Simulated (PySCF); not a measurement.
## Run report: C$_{2}$H$_{6}$FPSi, core-level calculation

System: C$_{2}$H$_{6}$FPSi.
Method: delta-SCF UKS B3LYP, pcX-2 on the ionised atom, pcseg-1 elsewhere, spin-free X2C (PySCF 2.14.0).

Figures and captions count atoms from 1; the log counts them from 0 in places.

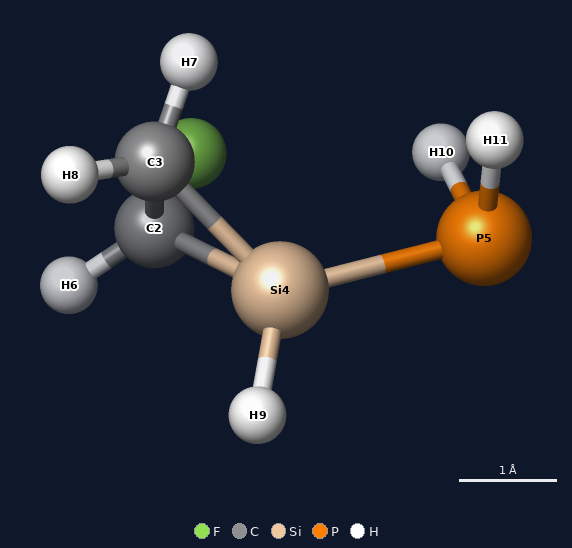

Figure 1. The structure as given in the input (ball-and-stick view, seen at a tilt; atoms are numbered from 1 in the order of the input). Bond lengths as drawn: C–C 1.52 Å, C–F 1.37 Å, C–H 1.10 Å, C–Si 1.88 Å, H–P 1.43 Å, H–Si 1.49 Å and P–Si 2.25 Å.

Input:
```
{"job": {"kind": "xps", "xc": "B3LYP"}, "charge": 0, "multiplicity": 1}
F      0.250901     1.730089    -1.020433
C     -0.717278     0.814927    -0.714464
C     -0.879473     0.512199     0.765386
Si    -0.212422    -0.933406    -0.225871
P      1.991853    -1.362583    -0.263259
H     -1.636393     1.006996    -1.283764
H     -0.164846     1.030754     1.415549
H     -1.899487     0.506018     1.166416
H     -1.131756    -2.054044    -0.550129
H      2.272283     0.024118    -0.461454
H      2.163616    -1.300083     1.153831
```

The first line tells a small driver script what to run in PySCF; the rest is the geometry in Å.

Launch command:
```bash
OMP_NUM_THREADS=1 python <driver script> task.json out
```

What the program printed:
```
ground state, core basis on atom 0 (F), 139 functions
  cycle   1  E = -811.85922428  |g| = 5.33e-01
  cycle   2  E = -811.79086931  |g| = 8.33e-01
  cycle   3  E = -811.91210854  |g| = 6.07e-02
  cycle   4  E = -811.91269999  |g| = 2.83e-02
  cycle   5  E = -811.91288121  |g| = 7.67e-03
  cycle   6  E = -811.91289442  |g| = 2.10e-03
  cycle   7  E = -811.91289669  |g| = 5.74e-04
  cycle   8  E = -811.91289561  |g| = 1.67e-04
  E(ground) = -811.91258515 Eh
hole in F 1s of atom 0
  cycle   1  E = -785.57748449  |g| = 2.60e+00
  cycle   2  E = -785.01153049  |g| = 2.37e+00
[... 7 cycles left out ...]
  E(ion) = -786.48763564 Eh   <S^2> = 0.7551   hole on atom = 1.000   binding energy = 691.848 eV
ground state, core basis on atom 1 (C), 139 functions
[... 5 cycles left out ...]
  E(ground) = -811.86618956 Eh
hole in C 1s of atom 1
[... 10 cycles left out ...]
  E(ion) = -801.12789252 Eh   <S^2> = 0.7626   hole on atom = 1.000   binding energy = 292.204 eV
ground state, core basis on atom 2 (C), 139 functions
[... 5 cycles left out ...]
  E(ground) = -811.86331720 Eh
hole in C 1s of atom 2
[... 9 cycles left out ...]
  E(ion) = -801.19666405 Eh   <S^2> = 0.7614   hole on atom = 1.000   binding energy = 290.254 eV
ground state, core basis on atom 3 (Si), 150 functions
[... 6 cycles left out ...]
  E(ground) = -811.92937180 Eh
hole in Si 1s of atom 3
[... 10 cycles left out ...]
  E(ion) = -744.13040208 Eh   <S^2> = 0.7523   hole on atom = 1.000   binding energy = 1844.904 eV
hole in Si 2p of atom 3
[... 9 cycles left out ...]
  E(ion) = -808.00562008 Eh   <S^2> = 0.7527   hole on atom = 1.002   binding energy = 106.771 eV
  2p3/2 = 106.549 eV   2p1/2 = 107.168 eV
ground state, core basis on atom 4 (P), 150 functions
[... 6 cycles left out ...]
  E(ground) = -811.95572530 Eh
hole in P 1s of atom 4
[... 10 cycles left out ...]
  cycle  11  E = -733.00619535  |g| = 1.75e-04
  E(ion) = -733.00620024 Eh   <S^2> = 0.7518   hole on atom = 1.000   binding energy = 2148.326 eV
hole in P 2p of atom 4
  cycle   1  E = -806.55280807  |g| = 1.37e+00
  cycle   2  E = -806.00162952  |g| = 1.41e+00
  cycle   3  E = -806.77664624  |g| = 4.87e-01
  cycle   4  E = -806.92380645  |g| = 1.51e-01
  cycle   5  E = -806.93350466  |g| = 7.61e-02
  cycle   6  E = -806.93644271  |g| = 1.99e-02
  cycle   7  E = -806.93662952  |g| = 5.52e-03
  cycle   8  E = -806.93664259  |g| = 1.78e-03
  cycle   9  E = -806.93664420  |g| = 4.58e-04
  E(ion) = -806.93664825 Eh   <S^2> = 0.7524   hole on atom = 1.002   binding energy = 136.576 eV
  2p3/2 = 136.341 eV   2p1/2 = 137.226 eV
```

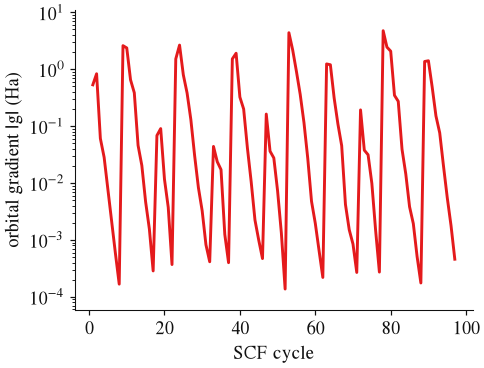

Figure 2. Convergence of the self-consistent field: orbital gradient |g| against the SCF cycle. All cycles printed in the log are drawn one after another.

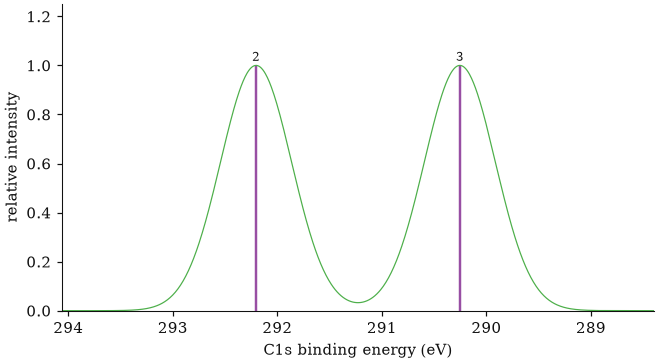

Figure 3. C1s binding energies by ΔSCF of the atoms computed, labelled by atom number, with a Gaussian envelope of 0.8 eV full width. They run from 290.25 eV (atom 3) to 292.20 eV (atom 2).

Key numbers:

| quantity | value |
| --- | --- |
| outcome | converged |
| hardware | 1 CPU thread, shared host |
| wall time | 82 s |
| peak memory | 0.65 GiB |
